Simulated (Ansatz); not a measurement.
**SiH₃+ (triplet): one geometry, many settings at distance Si1–H3 = 1.694 Å**

Aim: run SiH₃+ (triplet) at one geometry under a spread of methods and options, and see what each costs and gives.

Method: the settings change from run to run; program: Ansatz 0.2.0, Gaussian basis.

15 further runs of the same task are left out: 11 that didn't finish, 4 set aside as unsound or not needed.

## (1) The system

The geometry derives from a PBE0/def2-TZVP stationary point (not a proven minimum). One bond is set to the value named and the two fragments are kept rigid.

4 atoms, charge 1, spin multiplicity 3.

Atoms are counted from 1 here; the program's logs count them from 0.

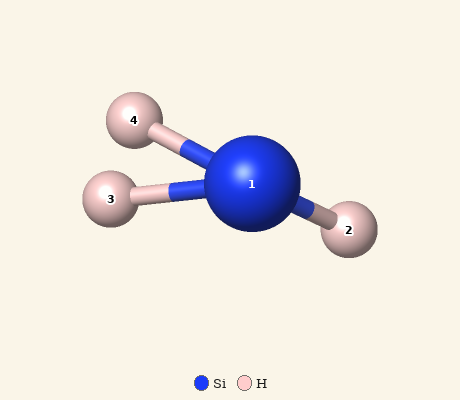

The structure; silicon blue, hydrogen pink; atoms are numbered from 1 in the order of the file.

## (2) BCCD on UHF/6-31G*

in.yaml reads:

```yaml
crystal:
  periodic: [false, false, false]
  atoms:
    - {symbol: Si, position_ang: [0.000000, 0.067650, -0.078712]}
    - {symbol: H, position_ang: [0.000000, -1.225497, -0.823444]}
    - {symbol: H, position_ang: [0.439321, -0.329762, 1.508342]}
    - {symbol: H, position_ang: [-0.439321, -0.329762, 1.508342]}
basis:
  gaussian: {orbitals: "6-31G*"}
total_charge: 1
magnetization: {spin_polarized: true, initial_magnetization: 2}
correlation: {method: bccd, electrons: all}
output: {forces: true}
```

The run is started by

```
> ansatz run in.yaml --threads 1 --pin off --events-out ev --progress --plain --max-ram 2393MiB
```

The program printed (excerpt; [...] marks lines left out):

```text
Functional definition: HF
  name "HF"
  cite "Fock, Z. Phys. 61, 126 (1930) doi:10.1007/BF01340294"
  parent pbe
[...]
261 factors; integrals over basis functions are off by at most 8.3e-4 eV
[...]
mean field -7897.18690763 eV, -290.2162659497 hartree, gradient 3.0e-6 eV, S^2 2.004010; 0 other end points of the search recorded, 0 dependent functions left out
reference -7897.18690763 eV, -290.2162659497 hartree; 9, 7 occupied and 16, 18 virtual orbitals, 261 factors
second order -1.86281766 eV of doubles, -0.00000000 eV of singles
cycle   1  -2.25609615 eV  change   -3.9e-1 eV  update   5.2e-2
[...]
cycle  12  -2.44117990 eV  change    1.0e-6 eV  update   6.1e-7
[...]
Total energy: -7899.62808753 eV, -290.3059776563 hartree
Atom 0 at     0.000000     0.067650    -0.078712 Å, force    -0.000000     0.006175    -0.138332 eV/Å
Atom 1 at     0.000000    -1.225497    -0.823444 Å, force    -0.000000     0.029218     0.025628 eV/Å
Atom 2 at     0.439321    -0.329762     1.508342 Å, force    -0.616848    -0.017697     0.056352 eV/Å
Atom 3 at    -0.439321    -0.329762     1.508342 Å, force     0.616848    -0.017697     0.056352 eV/Å
Dipole moment:     0.000000    -0.057160     0.267341 e Å
```

Run time: 1.3 s. Hardware: 1 thread of AMD EPYC 7B13, shared host.

From the report: ⟨S²⟩ of the determinant 2.004 (pure triplet: 2.00); correlation -2.4412 eV; largest double amplitude 0.05.

## (3) HF/def2-SVP

Edit in.yaml of step 2 so:

```diff
@@ -8,6 +8,7 @@
 basis:
-  gaussian: {orbitals: "6-31G*"}
+  gaussian: {orbitals: def2-SVP, point_charges: [{charge: -1.00, position_ang: [3.531, -0.917, -0.567]}]}
 total_charge: 1
-magnetization: {spin_polarized: true, initial_magnetization: 2}
-correlation: {method: bccd, electrons: all}
-output: {forces: true}
+magnetization: {spin_polarized: false, initial_magnetization: 2}
+hamiltonian: {xc: hf}
+scf: {lower_state_search: light}
+output: {forces: true, orbitals: {seedname: orbitals}}
```

Same command.

The program printed (excerpt; [...] marks lines left out):

```text
Functional definition: HF
  name "HF"
  cite "Fock, Z. Phys. 61, 126 (1930) doi:10.1007/BF01340294"
  parent pbe
[...]
325 factors; integrals over basis functions are off by at most 9.5e-4 eV
[...]
mean field -7899.17668933 eV, -290.2893890786 hartree, gradient 2.0e-5 eV, S^2 2.000000; 0 other end points of the search recorded, 0 dependent functions left out
[...]
reference -7899.17668933 eV, -290.2893890786 hartree; 9, 7 occupied and 24, 26 virtual orbitals, 325 factors
Total energy: -7899.17668933 eV, -290.2893890786 hartree
Atom 0 at     0.000000     0.067650    -0.078712 Å, force     0.770587    -0.729863    -0.588688 eV/Å
Atom 1 at     0.000000    -1.225497    -0.823444 Å, force     0.014718     0.530066     0.239145 eV/Å
Atom 2 at     0.439321    -0.329762     1.508342 Å, force    -0.602797     0.005882     0.083726 eV/Å
Atom 3 at    -0.439321    -0.329762     1.508342 Å, force     0.787701    -0.044203     0.055197 eV/Å
Dipole moment:     0.191024    -0.041681     0.234235 e Å
```

Wall time 0.18 s (1 thread of AMD EPYC 7B13, shared host).

## (4) NEVPT4(SD)(2,4)/def2-mTZVP

in.yaml reads:

```yaml
crystal:
  periodic: [false, false, false]
  atoms:
    - {symbol: Si, position_ang: [0.000000, 0.067650, -0.078712]}
    - {symbol: H, position_ang: [0.000000, -1.225497, -0.823444]}
    - {symbol: H, position_ang: [0.439321, -0.329762, 1.508342]}
    - {symbol: H, position_ang: [-0.439321, -0.329762, 1.508342]}
basis:
  gaussian: {orbitals: def2-mTZVP, point_charges: [{charge: -0.50, position_ang: [4.213, -0.660, -0.798]}]}
total_charge: 1
magnetization: {spin_polarized: false, initial_magnetization: 2}
correlation: {method: fic_nevpt4_sd, electrons: outside_noble_gas, active_space: {window: {electrons: 2, orbitals: 4}, states: [{multiplicity: 3, weights: [1, 0.5, 1, 0.5]}]}}
```

The command is unchanged.

The program printed (excerpt; [...] marks lines left out):

```text
Functional definition: HF
  name "HF"
  cite "Fock, Z. Phys. 61, 126 (1930) doi:10.1007/BF01340294"
  parent pbe
[...]
505 factors; integrals over basis functions are off by at most 2.4e-7 eV
[...]
mean field -7899.24144886 eV, -290.2917689475 hartree, gradient 1.2e-6 eV, S^2 2.000000; 0 other end points of the search recorded, 0 dependent functions left out
reference -7899.24144886 eV, -290.2917689475 hartree; 9, 7 occupied and 22, 24 virtual orbitals, 505 factors
state -7899.19004850 eV, -290.2898800189 hartree
state -7895.11407125 eV, -290.1400906179 hartree
state -7892.79095885 eV, -290.0547178119 hartree
state -7891.78551515 eV, -290.0177684373 hartree
state -7899.19004850 eV, -290.2898800189 hartree; corrected -7901.44733267 eV, -290.3728336822 hartree
state -7895.11407125 eV, -290.1400906179 hartree; corrected -7897.46688160 eV, -290.2265548034 hartree
state -7892.79095885 eV, -290.0547178119 hartree; corrected -7895.30188062 eV, -290.1469924849 hartree
state -7891.78551515 eV, -290.0177684373 hartree; corrected -7894.88289189 eV, -290.1315949330 hartree
Total energy: -7897.64136668 eV, -290.2329670118 hartree
```

Wall time 0.82 s (1 thread of AMD EPYC 7B13, shared host).

From the report: 16 determinants; active occupations (of the averaged states) 0.79, 0.54, 0.37, 0.29.

## (5) CCSD on UHF/6-31++G**

in.yaml reads:

```yaml
crystal:
  periodic: [false, false, false]
  atoms:
    - {symbol: Si, position_ang: [0.000000, 0.067650, -0.078712]}
    - {symbol: H, position_ang: [0.000000, -1.225497, -0.823444]}
    - {symbol: H, position_ang: [0.439321, -0.329762, 1.508342]}
    - {symbol: H, position_ang: [-0.439321, -0.329762, 1.508342]}
basis:
  gaussian: {orbitals: "6-31++G**"}
total_charge: 1
magnetization: {spin_polarized: true, initial_magnetization: 2}
correlation: {method: ccsd, electrons: valence, diis_vectors: 1}
scf: {lower_state_search: off}
```

The command is unchanged.

The program printed (excerpt; [...] marks lines left out):

```text
Functional definition: HF
  name "HF"
  cite "Fock, Z. Phys. 61, 126 (1930) doi:10.1007/BF01340294"
  parent pbe
[...]
364 factors; integrals over basis functions are off by at most 1.3e-3 eV
[...]
mean field -7897.53779270 eV, -290.2291607383 hartree, gradient 2.8e-6 eV, S^2 2.004275; 0 other end points of the search recorded, 0 dependent functions left out
5 core orbitals not correlated: weight in the atoms' cores, before any rotation towards them, 1.000 or more for the frozen orbitals, at most 0.000 for the correlated occupied ones
reference -7897.53779270 eV, -290.2291607383 hartree; 4, 2 occupied and 32, 34 virtual orbitals, 364 factors
second order -2.00538608 eV of doubles, -0.00000000 eV of singles
cycle   1  -2.40297029 eV  change   -4.0e-1 eV  update   5.0e-2
[...]
cycle  14  -2.58486876 eV  change   -8.6e-7 eV  update   5.4e-6
Total energy: -7900.12266146 eV, -290.3241529133 hartree
Checks for a lower state left out: stability, starts, cluster_reference, orbital_swaps, neighbouring_geometries, increment
```

It took 0.48 s on 1 thread of AMD EPYC 7B13, shared host.

From the report: ⟨S²⟩ of the determinant 2.004 (pure triplet: 2.00); correlation -2.5849 eV; T1 0.017; largest double amplitude 0.03.

## (6) CASSCF(4,10)/6-31G*

in.yaml reads:

```yaml
crystal:
  periodic: [false, false, false]
  atoms:
    - {symbol: Si, position_ang: [0.000000, 0.067650, -0.078712]}
    - {symbol: H, position_ang: [0.000000, -1.225497, -0.823444]}
    - {symbol: H, position_ang: [0.439321, -0.329762, 1.508342]}
    - {symbol: H, position_ang: [-0.439321, -0.329762, 1.508342]}
basis:
  gaussian: {orbitals: "6-31G*"}
total_charge: 1
magnetization: {spin_polarized: false, initial_magnetization: 2}
correlation: {active_space: {window: {electrons: 4, orbitals: 10}}}
output: {forces: true}
```

Launched as before.

The program printed (excerpt; [...] marks lines left out):

```text
Functional definition: HF
  name "HF"
  cite "Fock, Z. Phys. 61, 126 (1930) doi:10.1007/BF01340294"
  parent pbe
[...]
261 factors; integrals over basis functions are off by at most 8.3e-4 eV
[...]
mean field -7897.14637937 eV, -290.2147765639 hartree, gradient 1.7e-6 eV, S^2 2.000000; 0 other end points of the search recorded, 0 dependent functions left out
reference -7897.14637937 eV, -290.2147765639 hartree; 9, 7 occupied and 16, 18 virtual orbitals, 261 factors
state -7898.26320388 eV, -290.2558191076 hartree
[...]
Total energy: -7898.26320388 eV, -290.2558191076 hartree
Atom 0 at     0.000000     0.067650    -0.078712 Å, force    -0.000000     0.007305    -0.184992 eV/Å
Atom 1 at     0.000000    -1.225497    -0.823444 Å, force     0.000000     0.044935     0.047842 eV/Å
Atom 2 at     0.439321    -0.329762     1.508342 Å, force    -1.237710    -0.026120     0.068575 eV/Å
Atom 3 at    -0.439321    -0.329762     1.508342 Å, force     1.237710    -0.026120     0.068575 eV/Å
Dipole moment:    -0.000000    -0.049941     0.256171 e Å
```

Wall time 3.1 s (1 thread of AMD EPYC 7B13, shared host).

From the report: 2,025 determinants; active occupations 1.95, 1.00, 0.99, 0.02, 0.01, 0.01, 0.00, 0.00, 0.00, 0.00.

## (7) The runs in one table

```
                                                                     level         correlated  functions  energy (eV)    time
                                                        BCCD on UHF/6-31G*                all         25   -7899.6281   1.3 s
                                       HF/def2-SVP (beside a point charge)                            33   -7899.1767  0.18 s
NEVPT4(SD)(2,4)/def2-mTZVP (mean of several states, beside a point charge)  outside noble gas         31   -7897.6414  0.82 s
                                                     CCSD on UHF/6-31++G**            valence         41   -7900.1227  0.48 s
                                                       CASSCF(4,10)/6-31G*                            25   -7898.2632   3.1 s
```

## (8) Summary of results

| quantity | value |
| --- | --- |
| runs | 5 |
| quickest | HF/def2-SVP (beside a point charge), 0.18 s |
| slowest | CASSCF(4,10)/6-31G*, 3.1 s |

**Reading.** Total energies in different bases, with other cores or another treatment of relativity can't be set against each other. CASSCF(4,10)/6-31G* took 17 times as long as HF/def2-SVP (beside a point charge); the jobs differ in more than the method.
